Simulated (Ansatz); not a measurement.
C₂H₅FN₂O: several calculations on one system

Part 1: Relaxation

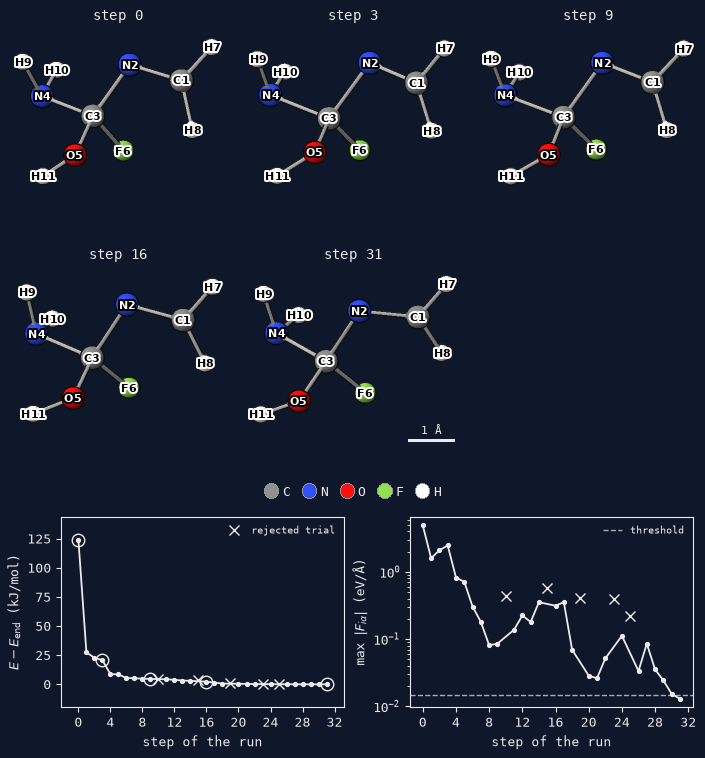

Frames of a relaxation of C₂H₅FN₂O, marked on the history of the run. A ball-and-stick model, seen from a free direction.

The run prepares an end point of a later path (torsion) calculation, from a guessed geometry.

Method: RKS B3LYP/STO-3G (Ansatz 0.2.0). (no spin polarisation; force threshold 0.015 eV/Å; at most 40 steps)

Question: Describe the path.

Answer: H8 moves most after the best rigid fit: 0.90 Å. Largest moves by element: H 0.90 Å, N 0.60 Å, O 0.30 Å, F 0.23 Å, C 0.17 Å. Near-neighbour distances that change, for instance: N2–C3 1.439 → 1.570 Å, C3–N4 1.424 → 1.528 Å, C3–O5 1.373 → 1.451 Å, N4–H10 0.997 → 1.062 Å. Bond angles that change, for instance: N2–C3–O5 118.8° → 105.2°, N4–C3–F6 101.9° → 108.2°, O5–C3–F6 105.9° → 111.4°. Groups turn about N2–C3 by about 45°. After 26 accepted moves (31 points after the start) the energy has fallen by 124.1 kJ/mol. The largest force component goes from 4.9 to 0.013 eV/Å. The line search rejected the trial steps at points 10, 15, 19, 23, 25 of the run. From step 0 to 3: H7 moves most (0.24 Å), energy −103.4 kJ/mol. From step 3 to 9: H7 moves most (0.12 Å), energy −16.0 kJ/mol. From step 9 to 16: H8 moves most (0.45 Å), energy −2.41 kJ/mol. From step 16 to 31: H8 moves most (0.43 Å), energy −2.25 kJ/mol.

```csv
step,"E − E(0), kJ/mol","largest force component, eV/Å",note
0,0.00,4.9174,
1,-96.62,1.6001,
2,-101.21,2.0964,
3,-103.43,2.4758,
4,-115.24,0.8252,
5,-115.58,0.7136,
6,-118.57,0.3050,
7,-118.87,0.1802,
8,-119.20,0.0810,
9,-119.41,0.0858,
10,-119.18,0.4427,rejected
11,-119.70,0.1381,
12,-120.16,0.2252,
13,-120.77,0.1800,
14,-121.05,0.3550,
16,-121.81,0.3138,
17,-122.57,0.3552,
18,-123.41,0.0694,
19,-122.67,0.4146,rejected
20,-123.54,0.0286,
21,-123.68,0.0262,
22,-123.82,0.0517,
23,-123.62,0.3974,rejected
24,-123.89,0.1121,
25,-123.69,0.2185,rejected
27,-124.02,0.0856,
28,-124.05,0.0354,
29,-124.06,0.0243,
30,-124.06,0.0153,
31,-124.06,0.0130,
```

Limits of the set-up: STO-3G is a minimal basis, so the numbers are rough.

Part 2: Relaxation

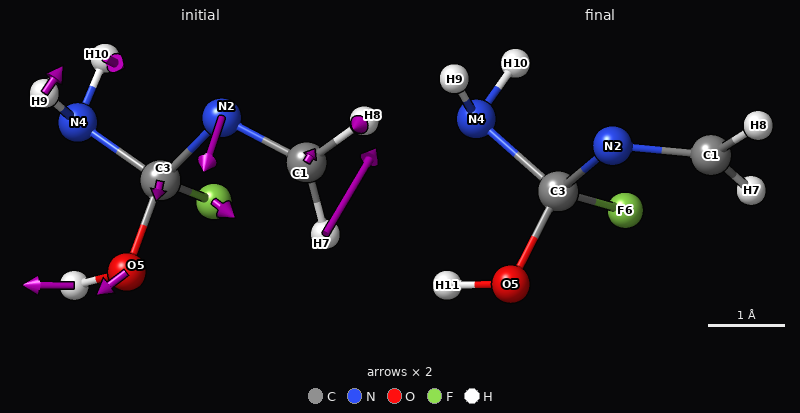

The structure of C2H5FN2O before (left) and after (right) a relaxation, at one scale. The purple arrows give the displacements, magnified 2 times.

The picture is a ball-and-stick view, seen at a tilt.

The run prepares an end point of a later path (torsion) calculation, from a guessed geometry.

Level of theory: Ansatz, RKS B3LYP/STO-3G. (no spin polarisation; force threshold 0.015 eV/Å; at most 40 steps)

**Summarise the run.**

After 24 accepted moves (28 points after the start) the energy has fallen by 1.299 eV. Largest force component: 4.8 eV/Å at the start, 0.013 eV/Å at the end. The line search rejected the trial steps at points 2, 11, 14, 22 of the run. H7 moves most after the best rigid fit: 0.83 Å. By element the largest moves are H 0.83 Å, N 0.56 Å, O 0.26 Å, F 0.21 Å, C 0.15 Å. Among the contacts that change: N2–C3 1.439 → 1.571 Å, C3–N4 1.424 → 1.528 Å, C3–O5 1.373 → 1.452 Å, N4–H10 0.997 → 1.062 Å. Bond angles that change, for instance: N2–C3–O5 118.8° → 105.2°, N4–C3–F6 101.9° → 108.3°, O5–C3–F6 105.9° → 111.3°. Groups turn about N2–C3 by about 45°. The run took 83 s on 1 thread of AMD EPYC 7R43 64-Core Processor (Zen 3), on a shared host, peak memory 0.16 GiB.

Limits of the set-up: STO-3G is a minimal basis, so the numbers are rough.

Part 3: Path

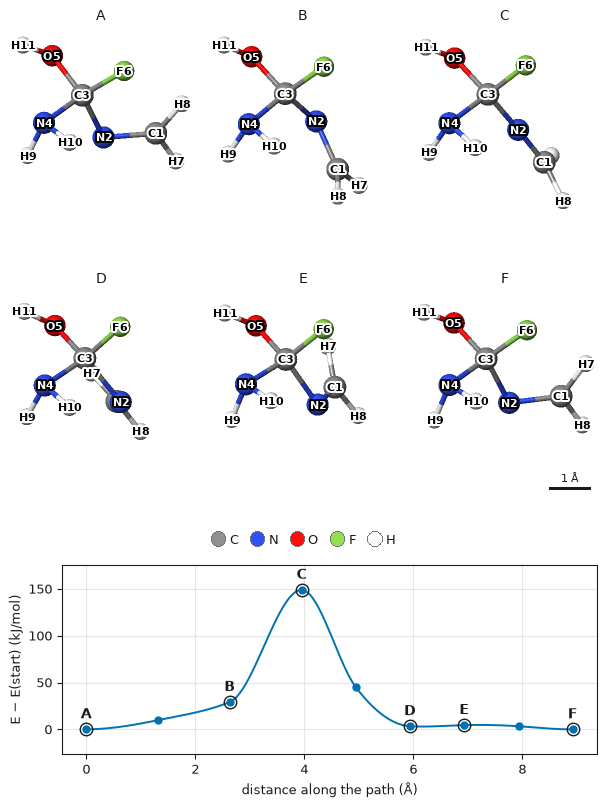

A search for the minimum-energy path of C2H5FN2O by the nudged elastic band. Images are numbered from 0 (start) to 8 (end). Frames A to F are images 0, 2, 3, 5, 6, 8. Style: ball-and-stick. Shown at a tilt.

Level of theory: RKS B3LYP/STO-3G in Ansatz. Set-up: 7 movable images; climbing image; force threshold 0.05 eV/Å; iteration limit 57; starting path by image-dependent pair potential.

Q: Describe the mechanism and the energy profile.

A: The path has more than one stage, and so few images may leave a stage unresolved. No bond forms or breaks between the ends. Among the angles between lasting bonds that change up to the highest image: C1–N2–C3 111.7° → 177.9°, N2–C3–F6 112.7° → 107.2°. The two ends have the same energy, and the highest point, image 3, lies 149.0 kJ/mol above the start. The band converged in 21 iterations. The largest component of the band force went from 2.8 to 0.039 eV/Å. The climbing image converged on the top of the path. Its vibrational analysis gives 2 imaginary modes over 30i cm⁻¹, so it isn't confirmed as a transition state.

Limits of the set-up: STO-3G is a minimal basis, so the numbers are rough.

The run took 8.4 min on 1 thread of AMD EPYC 7R43 64-Core Processor (Zen 3) (shared host), peak memory 0.12 GiB.
